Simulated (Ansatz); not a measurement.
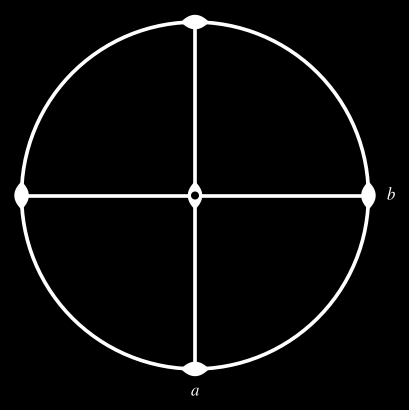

Stereographic projection: heavy lines are mirror planes (a heavy rim: a mirror in the plane of the page); lens, triangle, square and hexagon are 2-, 3-, 4- and 6-fold axes, a lens in an open square is −4, a triangle in an open hexagon −6; thin dashed diameters join the ends of axes that lie in the page; a small open circle marks inversion. The c axis points at the viewer. Computed from the symmetry operations of a computed or model structure of composition SnO3, which need not be its known form.

Identify the point group and its elements.

Answer. mmm (D2h), order 8, orthorhombic system: three twofold axes, three mirror planes, an inversion centre.

Can such a crystal be piezoelectric, pyroelectric or chiral?

Answer. It is centrosymmetric, so neither piezoelectric nor pyroelectric; it is not chiral.
